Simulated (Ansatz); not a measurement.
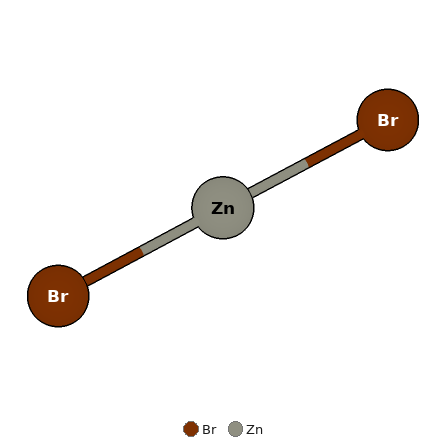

Rendered structure (ball-and-stick style).

Description:

It has 3 atoms: 1 zinc and 2 bromine (ZnBr2). SMILES: `[Br][Zn][Br]`. This geometry has D∞h symmetry. All atoms lie on one line. Coordination: 1 Zn linear.

The parts below concern this one geometry. Atoms keep their numbers from picture to picture. The computed structure is the end point of a PBE0-D4/def2-TZVP optimisation.

### Vibrations

Harmonic vibrations computed with RKS PBE0-D4/def2-TZVP (Ansatz 0.2.0) at a stationary point of the same level.

Question: How many vibrational modes are there, and where do they lie?

Answer: 4 modes: 80, 80, 218, 402 cm⁻¹.

### Charges

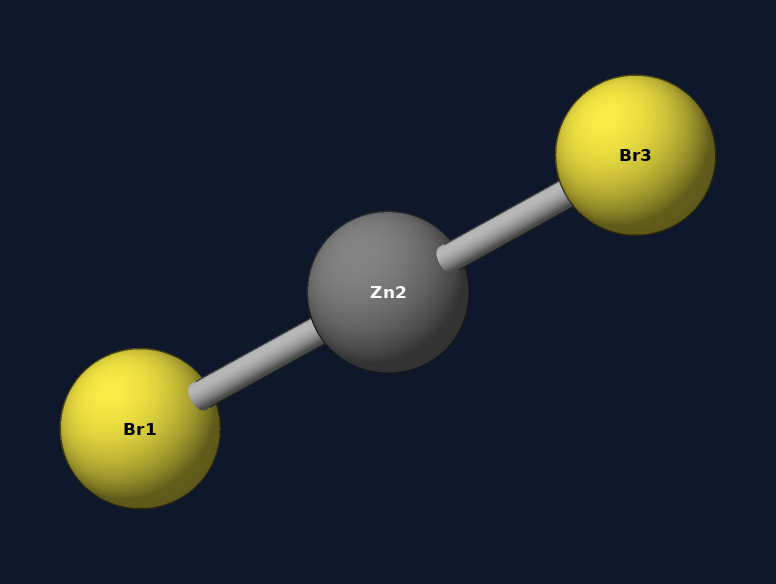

The questions are on Mulliken charges. Level of theory: RKS PBE-D4/def2-TZVPP (Ansatz 0.2.0).

List the Mulliken charges.

| atom | value (e) |
| --- | --- |
| Br1 | −0.23 |
| Zn2 | 0.45 |
| Br3 | −0.23 |

### Electronic properties

Properties computed with RKS r2SCANh-D4/def2-TZVPP (Ansatz 0.2.0).

Computed properties:

- HOMO energy (Kohn–Sham orbital): −8.10 eV
- LUMO energy (Kohn–Sham orbital): −2.08 eV
- HOMO–LUMO gap: 6.03 eV

Mulliken values depend strongly on the basis set and can even reverse the polarity of a bond.
